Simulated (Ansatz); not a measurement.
C$_{2}$H$_{2}$In (SMILES C=[C][In]) (doublet)

| atom | x (Å) | y (Å) | z (Å) |
| --- | --- | --- | --- |
| C | -0.9051 | -0.7973 | -0.6597 |
| C | -0.8793 | 0.4978 | -0.4208 |
| In | -0.8339 | 2.6776 | -0.0212 |
| H | -1.5482 | -1.4908 | -0.0916 |
| H | -0.2851 | -1.2669 | -1.4422 |

Geometry: PBE0-D3(BJ)/def2-SVP; core potentials replace the inner electrons of In.

Theory: isolated molecule in a Gaussian basis; Kohn-Sham density functional theory, functional PBE0 (Ansatz 0.2.0).

What will maps of the electron density, electron localisation function and spin density show?

Answer. C–C (1.32 Å): the density is about 2.5 e/Å³ at the midpoint; the ELF peaks at about 0.95 between the atoms; a multiple bond.
C–In (2.22 Å): the density is about 0.55 e/Å³ at the midpoint; the ELF peaks at about 0.90 in the valence shell of C, 0.7 Å from its nucleus, and drops to about 0.15 between the two atoms.
C–H (1.10 Å): ρ is about 1.9 e/Å³ halfway; the ELF climbs to about 1 towards the hydrogen, as it does in any bond to H: an ordinary covalent bond to hydrogen.
The unpaired spin (1 electron) lies mostly on C2 (about 0.7) and In3 (about 0.2), in electrons by Hirshfeld's partition.

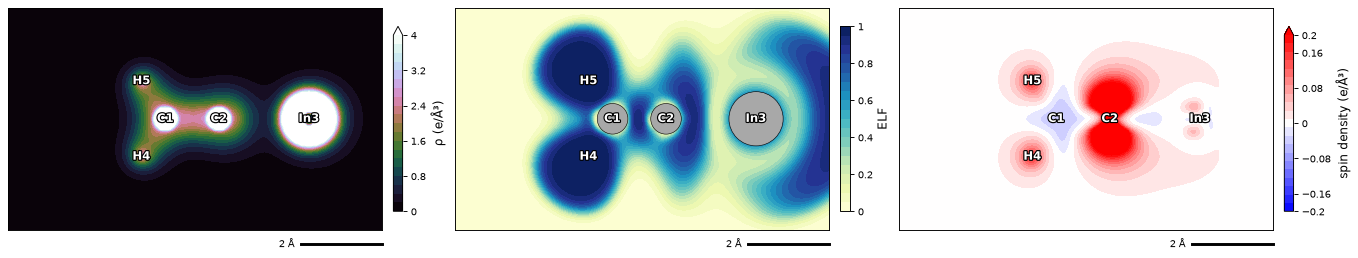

Computed electron density, electron localisation function and spin density on the molecular plane, in this order. Grey discs cover the atomic cores in the ELF map. 
